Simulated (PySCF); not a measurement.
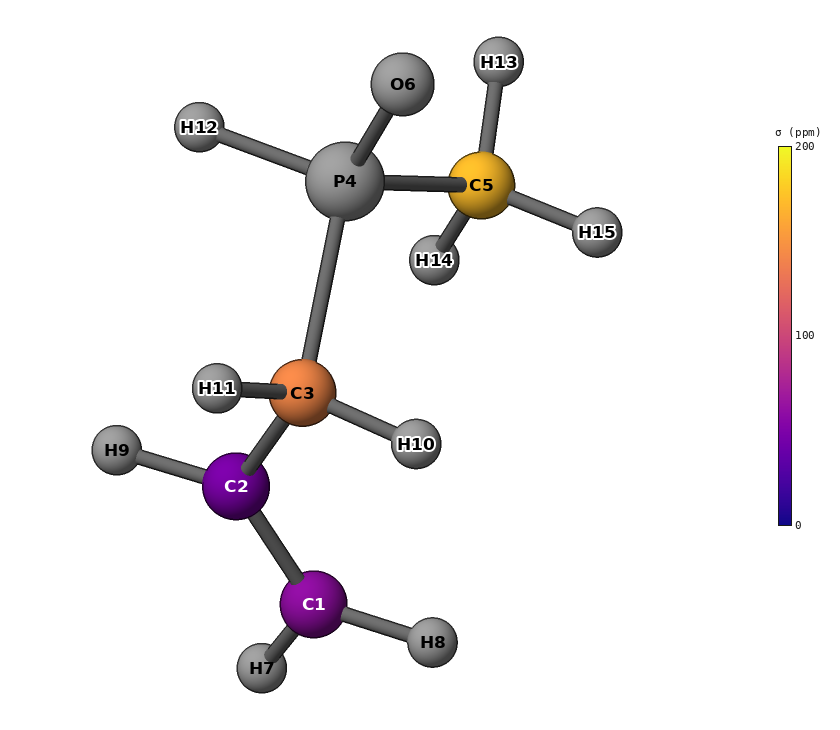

Atoms are coloured by their isotropic NMR shieldings (C only, the others grey). The geometry was computed by an optimisation with GFN2-xTB. No frequency run is at hand to confirm it as a minimum. Level of theory: GIAO PBE0/pcSseg-1 NMR shielding, non-relativistic, gas phase (PySCF 2.14.0).

Which C atom is the most shielded (lowest chemical shift)?

Answer. C5 (171.6 ppm).

Which C atom is the least shielded (highest chemical shift)?

Answer. C2 (49.1 ppm).

How wide is the range of C shifts?

Answer. 122.5 ppm.

Give the isotropic NMR shieldings of the C atoms atom by atom.

```
atom  σ (ppm)
  C1     60.5
  C2     49.1
  C3    142.7
  C5    171.6
```

The geometry is semi-empirical. Around P such bond lengths and angles can be off by a tenth of an ångström or more and by several degrees, and values that hang on the shape move with them.
